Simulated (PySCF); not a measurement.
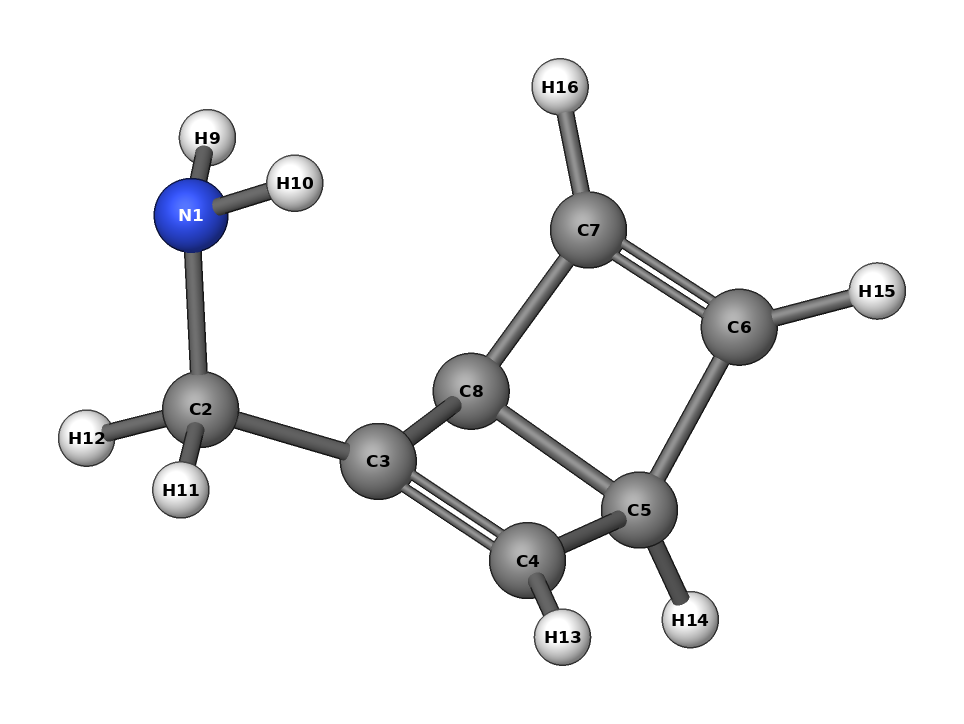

The questions are on Mulliken spin populations. State: neutral, doublet. The computed structure is the end point of a GFN2-xTB optimisation. No frequency run is at hand to confirm it as a minimum. Level of theory: UKS B3LYP, pcH-1 on C H N, non-relativistic (PySCF 2.14.0).

Which atom carries the largest spin population?

C8 (0.76 e).

Which atom has the lowest spin population?

C7 (−0.15 e); a negative value comes from spin polarisation.

List the Mulliken spin populations.

| atom | value (e) |
| --- | --- |
| N1 | 0.00 |
| C2 | 0.01 |
| C3 | −0.14 |
| C4 | 0.28 |
| C5 | −0.05 |
| C6 | 0.30 |
| C7 | −0.15 |
| C8 | 0.76 |
| H9 | 0.00 |
| H10 | 0.00 |
| H11 | 0.00 |
| H12 | 0.00 |
| H13 | 0.00 |
| H14 | 0.01 |
| H15 | 0.00 |
| H16 | 0.00 |

Mulliken values depend strongly on the basis set.
